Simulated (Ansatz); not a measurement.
```yaml
crystal:
  periodic: [false, false, false]
  atoms:
    - {symbol: B, position_ang: [-0.774012, 0.181453, -0.268581]}
    - {symbol: Si, position_ang: [0.420529, -1.211577, 0.570459]}
    - {symbol: H, position_ang: [-0.946824, 0.000764, -1.452090]}
    - {symbol: H, position_ang: [-1.775160, 0.465477, 0.334928]}
    - {symbol: H, position_ang: [0.962425, 1.477428, -0.624708]}
    - {symbol: O, position_ang: [0.104735, 1.607925, -0.200956]}
    - {symbol: H, position_ang: [1.832117, -1.049009, 0.072349]}
    - {symbol: H, position_ang: [0.529433, -1.171627, 2.059636]}
    - {symbol: H, position_ang: [0.010260, -2.596410, 0.197946]}
    - {symbol: H, position_ang: [-0.363603, 2.295577, -0.689081]}
basis:
  gaussian: {orbitals: def2-TZVPP}
hamiltonian: {xc: lda}
```

What structure does this define?

Formula BH₇OSi. This geometry has C1 symmetry. Coordination: 1 B tetrahedral; 1 Si tetrahedral; 1 O trigonal pyramidal.

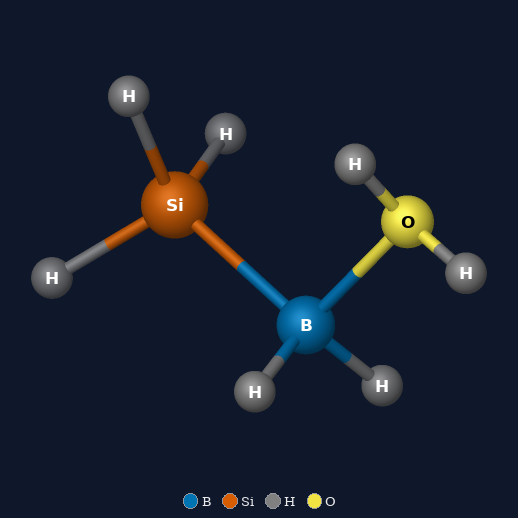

Simulated data, not a measurement (program: Ansatz).
